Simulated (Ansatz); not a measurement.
**C₂H₆BBrO₂: small, medium and large basis sets**

How large a basis does C₂H₆BBrO₂ need? Two functionals are run in growing sets.

Computed with Ansatz 0.2.0, Gaussian basis. Level: one geometry, several basis sets.

The runs, in order: PBE0-D4/def2-SVP; ωB97M-V/def2-SVP; PBE0-D4/def2-QZVPP; ωB97M-V/def2-QZVPP; the functionals' def2-TZVPP values are taken from earlier runs.

### 1 The geometry

An earlier PBE0-D4/def2-TZVP relaxation fixed the geometry.

SMILES `COB(Br)OC`, 12 atoms, charge 0, spin multiplicity 1.

Atoms are counted from 1 here; the program's logs count them from 0.

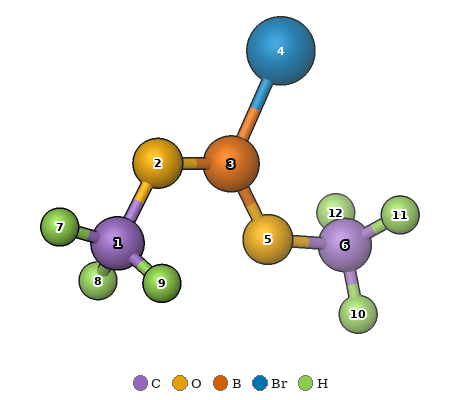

The geometry (carbon purple, oxygen amber, boron orange, bromine blue, hydrogen green); atoms are numbered from 1 in the order of the file.

### 2 PBE0-D4 in def2-SVP

The input, in.yaml:

```yaml
crystal:
  periodic: [false, false, false]
  atoms:
    - {symbol: C, position_ang: [-0.953429, -0.907077, 1.725124]}
    - {symbol: O, position_ang: [-1.524027, -0.357831, 0.548244]}
    - {symbol: B, position_ang: [-0.731588, 0.157296, -0.407129]}
    - {symbol: Br, position_ang: [-1.614261, 0.882568, -1.974723]}
    - {symbol: O, position_ang: [0.609257, 0.166502, -0.276175]}
    - {symbol: C, position_ang: [1.503412, 0.690123, -1.238830]}
    - {symbol: H, position_ang: [-1.774762, -1.264024, 2.344934]}
    - {symbol: H, position_ang: [-0.288898, -1.740216, 1.485029]}
    - {symbol: H, position_ang: [-0.385123, -0.151664, 2.272668]}
    - {symbol: H, position_ang: [2.511467, 0.559339, -0.846748]}
    - {symbol: H, position_ang: [1.314596, 1.751788, -1.410469]}
    - {symbol: H, position_ang: [1.410355, 0.158096, -2.187825]}
basis:
  gaussian: {orbitals: def2-SVP}
hamiltonian: {xc: pbe0, dispersion: d4}
output: {orbitals: {seedname: orbitals}}
```

What it wrote:

```text
Functional definition: PBE0
  name "PBE0"
  cite "Adamo & Barone, J. Chem. Phys. 110, 6158 (1999) doi:10.1063/1.478522"
  cite "Perdew, Burke & Ernzerhof, Phys. Rev. Lett. 77, 3865 (1996) doi:10.1103/PhysRevLett.77.3865"
  parent pbe
  parameter a = 0.25
  parameter kappa = 0.804
  parameter beta = 0.06672455060314922
  exchange = (1 - a)*pbe_x(kappa = kappa, mu = beta*pi^2/3) + a*exact_x
  correlation = pbe_c(beta = beta)
1303 factors; integrals over basis functions are off by at most 1.5e-3 eV
mean field evaluation 1: about -76956.5175 eV, gradient 5.2e1 eV
mean field evaluation 2: about -76952.9305 eV, gradient 6.9e1 eV
mean field evaluation 4: about -76962.0290 eV, gradient 2.2e0 eV
mean field evaluation 8: about -76962.2713 eV, gradient 3.0e-1 eV
mean field evaluation 16: about -76962.2715 eV, gradient 1.0e-4 eV
mean field -76962.27150745 eV, -2828.3113109975 hartree, gradient 3.4e-5 eV, S^2 0.000000; 0 other end points of the search recorded, 0 dependent functions left out
reference -76962.27153657 eV, -2828.3113120676 hartree; 37, 37 occupied and 95, 95 virtual orbitals, 1303 factors
Total energy: -76962.48764939 eV, -2828.3192540673 hartree
```

Wall time 8.5 s (1 × H100 (card shared with other runs) with 2 threads, shared host); peak host memory 0.78 GiB.

### 3 ωB97M-V in def2-SVP

in.yaml: that of step 2 with these lines changed.

```diff
@@ -17,3 +17,3 @@
   gaussian: {orbitals: def2-SVP}
-hamiltonian: {xc: pbe0, dispersion: d4}
+hamiltonian: {xc: {name: wB97M-V}}
 output: {orbitals: {seedname: orbitals}}
```

What it wrote (excerpt; [...] marks lines left out):

```text
Functional definition: wB97M-V
  name "wB97M-V"
  cite "Mardirossian & Head-Gordon, J. Chem. Phys. 144, 214110 (2016) doi:10.1063/1.4952647"
  cite "Becke, J. Chem. Phys. 107, 8554 (1997) doi:10.1063/1.475007"
  cite "Vydrov & Van Voorhis, J. Chem. Phys. 133, 244103 (2010) doi:10.1063/1.3521275"
  # Of w^i u^j: cxij and so on, Table III.
[...]
  gx(w, u) = 1 - cx + cx01*u + cx10*w
  gss(w, u) = css00 + css04*u^4 + css10*w + css20*w^2 + css43*w^4*u^3
  gos(w, u) = cos00 + cos10*w + (cos20 + cos21*u)*w^2 + (cos60 + cos61*u)*w^6
[...]
      + integral(e_c_pw_mod_opposite_spin*gos(b97_w_opposite, b97_u_opposite)) + vv10(b, c)
1303 factors; integrals over basis functions are off by at most 1.5e-3 eV
319 factors; integrals over basis functions are off by at most 8.4e-6 eV
[...]
mean field -76971.60868037 eV, -2828.6544457735 hartree, gradient 2.1e-5 eV, S^2 0.000000; 0 other end points of the search recorded, 0 dependent functions left out
reference -76971.60872372 eV, -2828.6544473666 hartree; 37, 37 occupied and 95, 95 virtual orbitals, 1303 factors
Total energy: -76971.60872372 eV, -2828.6544473666 hartree
```

Run time: 4.6 s. Hardware: 1 × H100 (card shared with other runs) with 2 threads, shared host; peak host memory 0.83 GiB.

### 4 PBE0-D4 in def2-QZVPP

in.yaml: that of step 3 with these lines changed.

```diff
@@ -16,4 +16,4 @@
 basis:
-  gaussian: {orbitals: def2-SVP}
-hamiltonian: {xc: {name: wB97M-V}}
+  gaussian: {orbitals: "def2-QZVPP.json"}
+hamiltonian: {xc: pbe0, dispersion: d4}
 output: {orbitals: {seedname: orbitals}}
```

What it wrote:

```text
Functional definition: PBE0
  name "PBE0"
  cite "Adamo & Barone, J. Chem. Phys. 110, 6158 (1999) doi:10.1063/1.478522"
  cite "Perdew, Burke & Ernzerhof, Phys. Rev. Lett. 77, 3865 (1996) doi:10.1103/PhysRevLett.77.3865"
  parent pbe
  parameter a = 0.25
  parameter kappa = 0.804
  parameter beta = 0.06672455060314922
  exchange = (1 - a)*pbe_x(kappa = kappa, mu = beta*pi^2/3) + a*exact_x
  correlation = pbe_c(beta = beta)
1830 factors; their error is unknown
mean field evaluation 1: about -76971.5123 eV, gradient 6.8e1 eV
mean field evaluation 2: about -76963.5393 eV, gradient 9.4e1 eV
mean field evaluation 4: about -76980.2494 eV, gradient 4.0e0 eV
mean field evaluation 8: about -76980.4599 eV, gradient 4.6e-1 eV
mean field evaluation 16: about -76980.4601 eV, gradient 7.2e-5 eV
mean field -76980.46005507 eV, -2828.9797277940 hartree, gradient 7.2e-5 eV, S^2 0.000000; 0 other end points of the search recorded, 0 dependent functions left out
reference -76980.46009656 eV, -2828.9797293188 hartree; 37, 37 occupied and 517, 517 virtual orbitals, 1830 factors
Total energy: -76980.67620938 eV, -2828.9876713184 hartree
```

Run time: 7.5 s. Hardware: 1 × H100 (card shared with other runs) with 2 threads, shared host; peak host memory 1.1 GiB.

### 5 ωB97M-V in def2-QZVPP

in.yaml: that of step 4 with these lines changed.

```diff
@@ -17,3 +17,3 @@
   gaussian: {orbitals: "def2-QZVPP.json"}
-hamiltonian: {xc: pbe0, dispersion: d4}
+hamiltonian: {xc: {name: wB97M-V}}
 output: {orbitals: {seedname: orbitals}}
```

What it wrote (excerpt; [...] marks lines left out):

```text
Functional definition: wB97M-V
  name "wB97M-V"
  cite "Mardirossian & Head-Gordon, J. Chem. Phys. 144, 214110 (2016) doi:10.1063/1.4952647"
  cite "Becke, J. Chem. Phys. 107, 8554 (1997) doi:10.1063/1.475007"
  cite "Vydrov & Van Voorhis, J. Chem. Phys. 133, 244103 (2010) doi:10.1063/1.3521275"
  # Of w^i u^j: cxij and so on, Table III.
[...]
  gx(w, u) = 1 - cx + cx01*u + cx10*w
  gss(w, u) = css00 + css04*u^4 + css10*w + css20*w^2 + css43*w^4*u^3
  gos(w, u) = cos00 + cos10*w + (cos20 + cos21*u)*w^2 + (cos60 + cos61*u)*w^6
[...]
      + integral(e_c_pw_mod_opposite_spin*gos(b97_w_opposite, b97_u_opposite)) + vv10(b, c)
1799 factors; their error is unknown
425 factors; integrals over basis functions are off by at most 1.1e-5 eV
[...]
mean field -76989.95246956 eV, -2829.3285675921 hartree, gradient 2.2e-5 eV, S^2 0.000000; 0 other end points of the search recorded, 0 dependent functions left out
reference -76989.95253345 eV, -2829.3285699402 hartree; 37, 37 occupied and 517, 517 virtual orbitals, 1799 factors
Total energy: -76989.95253345 eV, -2829.3285699402 hartree
```

Wall time 13 s (1 × H100 (card shared with other runs) with 2 threads, shared host); peak host memory 1.2 GiB.

### 6 Density functionals: the series

The def2-TZVPP values come from earlier runs at the same geometry.

```
functional       basis  functions  energy (eV)  from the largest (eV)  HOMO (eV)  LUMO (eV)
   PBE0-D4    def2-SVP        132  -76962.4876                 18.189      -8.03       1.01
   PBE0-D4  def2-TZVPP        287  -76978.8525                  1.824      -8.21       0.76
   PBE0-D4  def2-QZVPP        554  -76980.6762                  0.000      -8.23       0.54
   ωB97M-V    def2-SVP        132  -76971.6087                 18.344     -10.27       3.06
   ωB97M-V  def2-TZVPP        287  -76988.1975                  1.755     -10.47       2.16
   ωB97M-V  def2-QZVPP        554  -76989.9525                  0.000     -10.49       1.63
```

### 7 What came out

```
                                       quantity           value
PBE0-D4: double and triple zeta above quadruple  18.19, 1.82 eV
ωB97M-V: double and triple zeta above quadruple  18.34, 1.76 eV
```

What this shows: For PBE0-D4 the step from double to triple zeta gains 16.36 eV and the next only 1.82 eV. These are total energies; as a rule much of such shifts cancels in differences, which this series doesn't test. The LUMO of ωB97M-V is positive and keeps falling with the basis (3.06 to 1.63 eV): an unbound level that the basis holds in place.
